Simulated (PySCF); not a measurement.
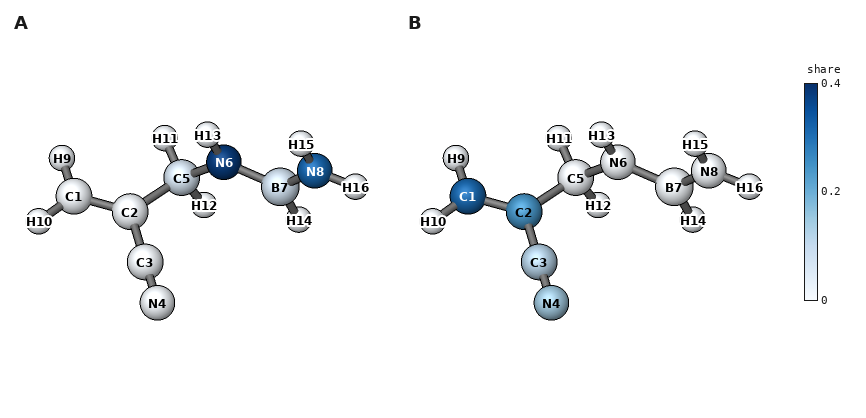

Each panel colours the atoms by their Löwdin share in one orbital (up to four of the largest shares; other atoms are shown as zero). The computed structure is the end point of a GFN2-xTB optimisation. No frequency run is at hand to confirm it as a minimum. Method: CAM-B3LYP/def2-SVPD (PySCF 2.14.0).

The panels show the HOMO, LUMO, in some order. Which is which?

A: HOMO, −8.34 eV; N6 0.38, N8 0.32, B7 0.07, C5 0.06
B: LUMO, −0.31 eV; C1 0.32, C2 0.24, N4 0.14, C3 0.12

The geometry is semi-empirical. Around B such bond lengths and angles can be off by a tenth of an ångström or more and by several degrees, and values that hang on the shape move with them.
